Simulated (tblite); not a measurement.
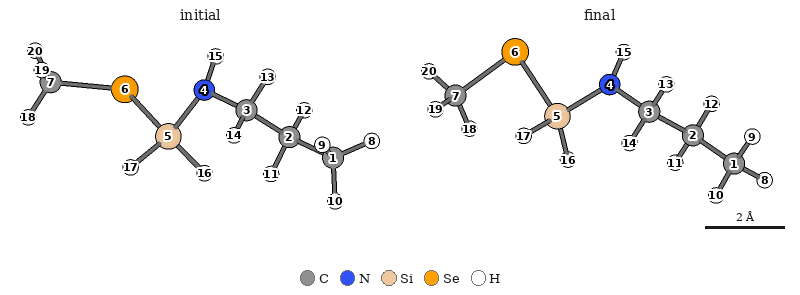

The structure of C4H13NSeSi before (left) and after (right) a relaxation, at one scale.

Style: ball-and-stick. Shown at a tilt.

Theory: GFN2-xTB geometry optimisation, gas phase (tblite 0.8.0). 

### Describe what moved and what it gained.

The atom that moves furthest after the best rigid fit is Se6 (1.22 Å). By element the largest moves are Se 1.22 Å, H 1.21 Å, Si 0.64 Å, C 0.41 Å, N 0.20 Å. Near-neighbour distances that change, for instance: N4–Si5 1.759 → 1.704 Å, C1–H9 1.128 → 1.088 Å, C3–H13 1.127 → 1.096 Å, C1–H10 1.111 → 1.088 Å. Bond angles that change, for instance: Si5–Se6–C7 112.1° → 95.5°, N4–Si5–H16 110.3° → 118.4°, N4–C3–H14 114.3° → 107.4°. Groups turn about Si5–Se6 by about 75°, C1–C2 by about 60°, C3–N4 by about 20°. The energy falls by 0.757 eV in 192 geometry steps. Cost: 1.3 s on 1 thread of Arm Neoverse V2, on a shared host.
